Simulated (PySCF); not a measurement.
C2H10OSi2 (SMILES OCC([SiH3])[SiH3])

Input file:

```
{"job": {"kind": "nmr", "xc": "PBE0", "basis": "pcSseg-1", "pop": false}, "charge": 0, "multiplicity": 1}
O      2.156000     0.595300    -0.495400
C      1.249100    -0.480400    -0.383900
C      0.006600    -0.095200     0.408100
Si    -0.504800     1.662900    -0.143800
Si    -1.347300    -1.418400     0.250400
H      2.443500     0.842700     0.390200
H      0.981900    -0.727400    -1.414100
H      1.748100    -1.357200     0.055600
H      0.288200    -0.037700     1.467000
H      0.415000     2.672100     0.388000
H     -1.837200     1.937200     0.403900
H     -0.538800     1.716500    -1.601900
H     -1.815700    -1.501300    -1.133200
H     -2.455900    -1.081800     1.143300
H     -0.793200    -2.719300     0.643900
```

Launched as:

```sh
OMP_NUM_THREADS=1 python probes_run.py task.json out
```

Geometry: GFN2-xTB, NEB image 0 of 0 to 8.

These are results of PBE0/pcSseg-1, SCF density, gas phase, non-relativistic in PySCF, not measurements.

Predict the electron density and electron localisation function between the atoms.

Answer. C–O (1.41 Å): the density is about 2.1 e/Å³ at the midpoint, with its minimum of 1.8 e/Å³ about 0.5 Å from C; the ELF peaks at about 0.90 between the atoms (a shared but strongly polarised pair).
C–C (1.52 Å): the density is about 1.6 e/Å³ at the midpoint; the ELF peaks at about 0.95 between the atoms: localised, covalent bonding.
C–Si (1.90 Å): the density is about 0.9 e/Å³ at the midpoint; the ELF peaks at about 0.95 between the atoms: a shared electron pair.
Si–H (1.46 Å): the density is about 0.8 e/Å³ at the midpoint; the ELF climbs to about 1 towards the hydrogen, as it does in any bond to H.

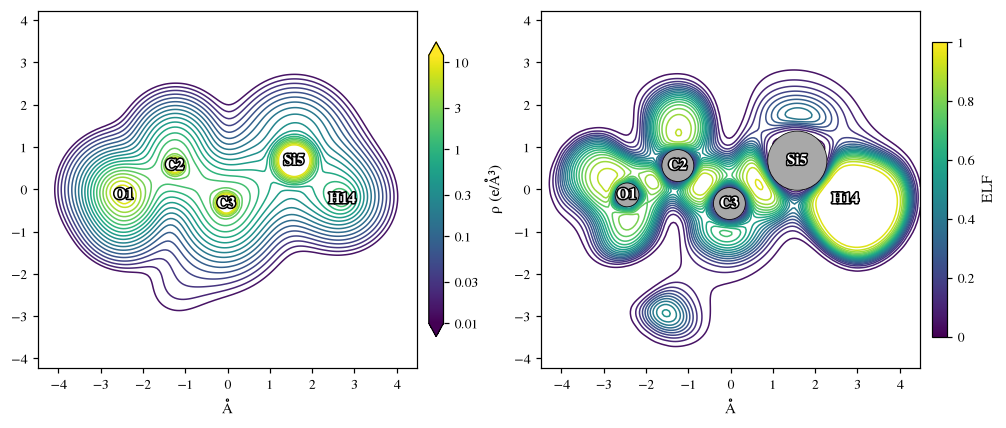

Computed electron density and electron localisation function on the plane of atoms C3, Si5 and H14, in this order. Grey discs cover the atomic cores in the ELF map. 
